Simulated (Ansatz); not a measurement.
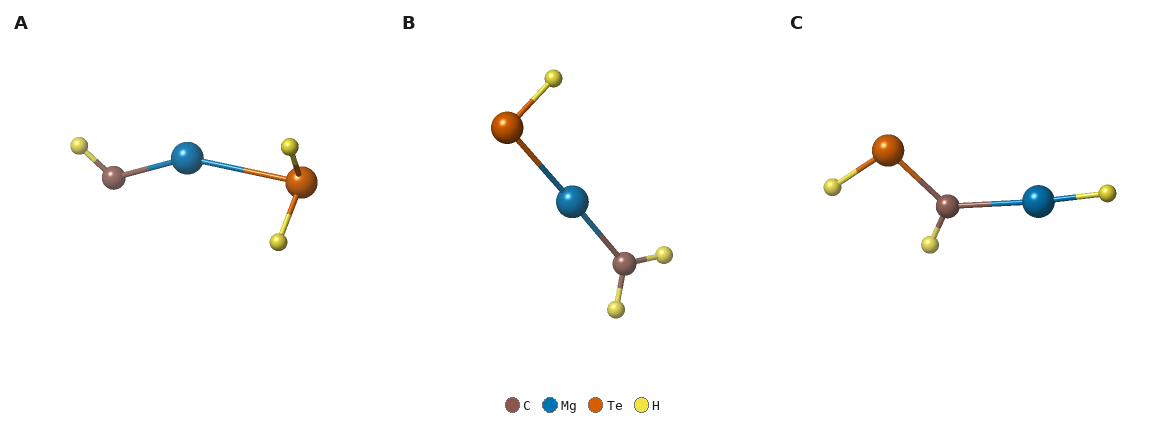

3 stationary structures of one formula. The species has charge +1 and is a spin singlet. Geometries: PBE0-D4/def2-TZVP. Electronic energies: RHF-CCSD(T) (frozen core)/def2-TZVPP (Ansatz 0.2.0), without zero-point energy. No frequency run is at hand to confirm each as a minimum.

Which structure is the most stable?

C is lowest (Cs); B lies 34.7 kJ/mol above it, A lies 231.1 kJ/mol above it.
